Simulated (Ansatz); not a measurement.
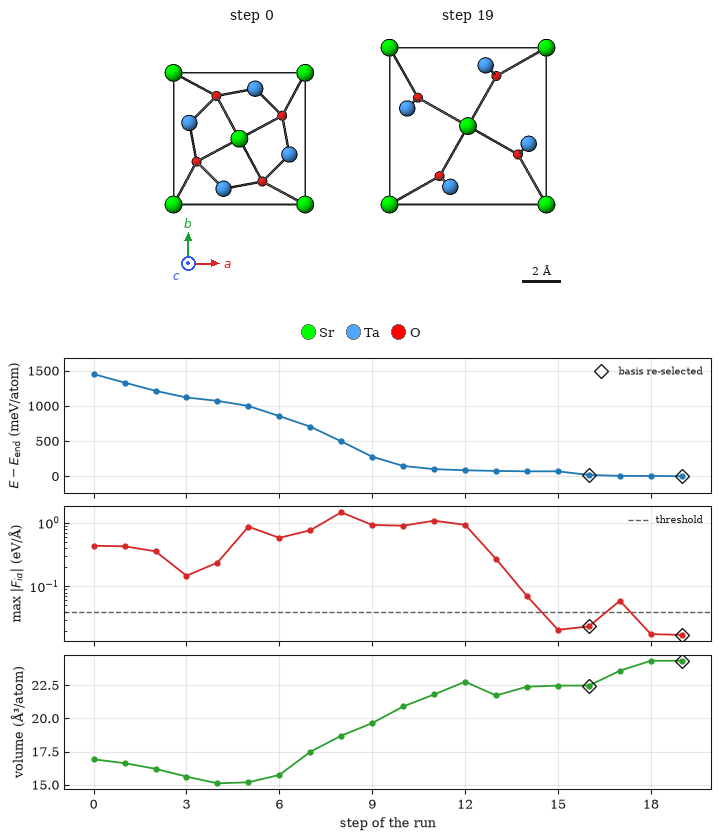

First and last geometry of a relaxation of a crystal of SrTa₂O₂ (a generated structure, set up in P4/mbm) (coarse preliminary run), with the history of the run. The picture is a ball-and-stick view of the cell of the calculation, seen along the c axis.

Theory: DFT PBE, scalar-relativistic, plane waves, PAW (Ansatz).

Input file:
```yaml
crystal:
  lattice:
    - [6.97882659, 0.0, 0.0]
    - [0.0, 6.97882659, 0.0]
    - [0.0, 0.0, 3.47387669]
  atoms:
    - { symbol: Sr, position: [0.0, 0.0, 0.0] }
    - { symbol: Sr, position: [0.5, 0.5, 0.0] }
    - { symbol: Ta, position: [0.1201405, 0.6201405, 0.0] }
    - { symbol: Ta, position: [0.8798595, 0.3798595, 0.0] }
    - { symbol: Ta, position: [0.6201405, 0.8798595, 0.0] }
    - { symbol: Ta, position: [0.3798595, 0.1201405, 0.0] }
    - { symbol: O, position: [0.6746062, 0.1746062, 0.5] }
    - { symbol: O, position: [0.3253938, 0.8253938, 0.5] }
    - { symbol: O, position: [0.1746062, 0.3253938, 0.5] }
    - { symbol: O, position: [0.8253938, 0.6746062, 0.5] }
basis:
  ecutwfc: 420
kpoints:
  mp_grid: { grid: [4, 4, 6] }
hamiltonian:
  xc: pbe
scf:
  occupations: { method: gaussian, width: 0.1 }
  lower_state_search: "off"
output:
  forces: true
  stress: true
  eigenvalues: true
relax:
  adjacent_minimum: "off"
  f_tol: 0.04
  max_steps: 70
  cell: { stress_tol: 0.4 }
```

Run as
```bash
ansatz run input.yaml --threads 1 --pin off --max-ram 2560MiB --backend cpu --events-out ev --progress --plain --runs-dir out
```

Did the run converge, and what did it change?

It converged. The energy falls by 1453 meV per atom in 17 accepted moves (19 points after the start). The largest force component goes from 0.44 to 0.017 eV/Å. Pressure: −0.97 GPa at the start and 0.16 GPa at the end. The SCF was repeated twice at an unchanged geometry on a basis and grid sized afresh for the cell, which shifted the energy by 52.2 meV per atom at most. The largest moves relative to the cell, 1.70 Å, are those of O7, O8, O9 and O10. O9 goes along [1 −1 0]. By element the largest moves are O 1.70 Å, Ta 0.09 Å. Sr stays in place. Cell: a = b 6.979 → 8.316 Å (+19.2 %), c 3.474 → 3.518 Å (+1.3 %). Volume +43.8 %. Near-neighbour distances that change, for instance: Ta3–O10 2.719 → 4.353 Å, Ta3–O8 2.668 → 1.933 Å, Sr1–Ta3 2.780 → 3.354 Å, Sr1–O10 3.108 → 3.522 Å. Bonds break: Ta3–O10 (2.72 → 4.35 Å), Ta3–O9 (2.72 → 4.35 Å), Ta4–O10 (2.72 → 4.35 Å), Ta4–O9 (2.72 → 4.35 Å). Among the angles between lasting bonds that change: O10–Ta5–O10 81.2° → 131.1°, Ta5–O10–Ta5 81.2° → 131.1°, Ta6–Ta5–O10 139.4° → 114.5°. The space group stays P4/mbm (No. 127).

```csv
step,"E − E(0), meV/atom","largest force component, eV/Å","pressure, GPa","volume, Å³/atom",note
0,0.00,0.4351,-0.97,16.919,
1,-120.84,0.4267,-2.00,16.632,
2,-238.44,0.3556,-2.41,16.205,
3,-332.82,0.1471,-1.32,15.619,
4,-380.79,0.2359,1.06,15.112,
5,-452.76,0.8695,3.35,15.189,
6,-597.17,0.5791,9.01,15.744,
7,-747.66,0.7638,4.22,17.484,
8,-956.69,1.4613,2.29,18.697,
9,-1175.26,0.9241,5.28,19.645,
10,-1306.07,0.9016,0.83,20.893,
11,-1351.83,1.0791,4.26,21.802,
12,-1367.61,0.9291,-1.35,22.756,
13,-1377.27,0.2694,1.56,21.720,
14,-1382.63,0.0702,0.08,22.382,
15,-1382.70,0.0207,-0.09,22.465,
16,-1434.88,0.0234,2.44,22.465,"same geometry, new basis"
17,-1447.22,0.0593,0.51,23.585,
18,-1448.24,0.0177,0.09,24.333,
19,-1452.57,0.0172,0.16,24.333,"same geometry, new basis"
```
